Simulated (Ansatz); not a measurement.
# TiB2: the cost of one run

Computed with the Python package of Ansatz 0.2.0. The levels of theory stand in the script.

### 1 The system

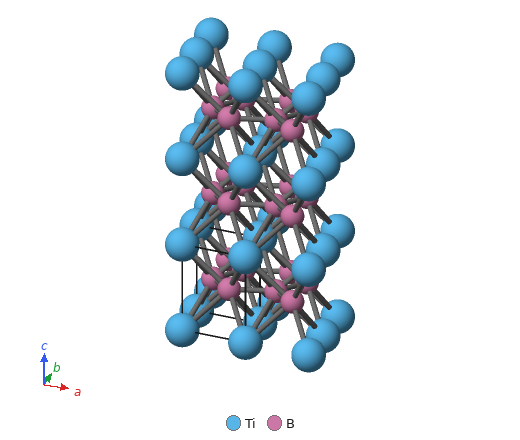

The starting structure, viewed slightly off an axis; titanium blue, boron pink. 2×2×3 cells are drawn. Atoms on cell faces are repeated.

The script holds or builds the structure itself.

### 2 The code

File lattice_tib2.py:

```python
"""Relaxed cell of TiB2 under several functionals."""

import ansatz as az
import numpy as np

def edges_and_angles(cell):
    cell = np.asarray(cell)
    a, b, c = np.linalg.norm(cell, axis=1)
    cosines = cell[1] @ cell[2] / (b * c), cell[0] @ cell[2] / (a * c), cell[0] @ cell[1] / (a * b)
    return (a, b, c, *np.degrees(np.arccos(cosines)))


def main() -> None:
    vectors = np.array([
        [3.0292, 0.0, 0.0],
        [-1.5146, 2.623364, 0.0],
        [0.0, 0.0, 3.2284],
    ])
    tib2 = (
        az.Lattice.of(vectors)
        .atom("Ti", [0.0, 0.0, 0.0])
        .atom("B", [1 / 3, 2 / 3, 0.5])
        .atom("B", [2 / 3, 1 / 3, 0.5])
    )

    model = tib2.calculation()
    model = model.occupations("methfessel_paxton", width=0.05)
    model = model.kpoints(13, 13, 10)
    model = model.relax(cell=True)

    levels = [("revpbe", "d3bj"), ("rpbe", "none"), ("r2scan", "d4"), ("lda", "none")]
    print("level            a       b       c    alpha   beta  gamma  V/atom  steps")
    for name, dispersion in levels:
        seen = []
        run = model.functional(name, dispersion=dispersion).session().plan()
        out = run.execute(on_event=lambda e: seen.append(e) if e["event"] == "relax_step" else None)
        cell = out.lattice.cell_ang
        label = name if dispersion == "none" else f"{name}+{dispersion}"
        print("{:13s} {:7.4f} {:7.4f} {:7.4f} {:6.2f} {:6.2f} {:6.2f}".format(label, *edges_and_angles(cell)), f"{abs(np.linalg.det(cell)) / len(out.lattice.sites):7.3f} {len(seen):5d}")


if __name__ == "__main__":
    main()
```

### 3 The calls as engine input

The package turns the script's settings into the engine's input (first run):

```yaml
crystal:
  lattice:
    - [3.0292, 0.0, 0.0]
    - [-1.5146, 2.623364, 0.0]
    - [0.0, 0.0, 3.2284]
  atoms:
    - { symbol: Ti, position: [0.0, 0.0, 0.0] }
    - { symbol: B, position: [0.3333333333333333, 0.6666666666666666, 0.5] }
    - { symbol: B, position: [0.6666666666666666, 0.3333333333333333, 0.5] }
kpoints:
  mp_grid:
    grid: [13, 13, 10]
hamiltonian:
  xc: revpbe
  dispersion: d3bj
scf:
  occupations:
    method: methfessel_paxton
    width: 0.05
relax:
  cell: {}
```

### 4 Launch

Run with:

```sh
python lattice_tib2.py
```

What time and memory should one allow on 1 thread of Arm Neoverse V1, shared host?

About 77 s, with a peak of 0.52 GiB.
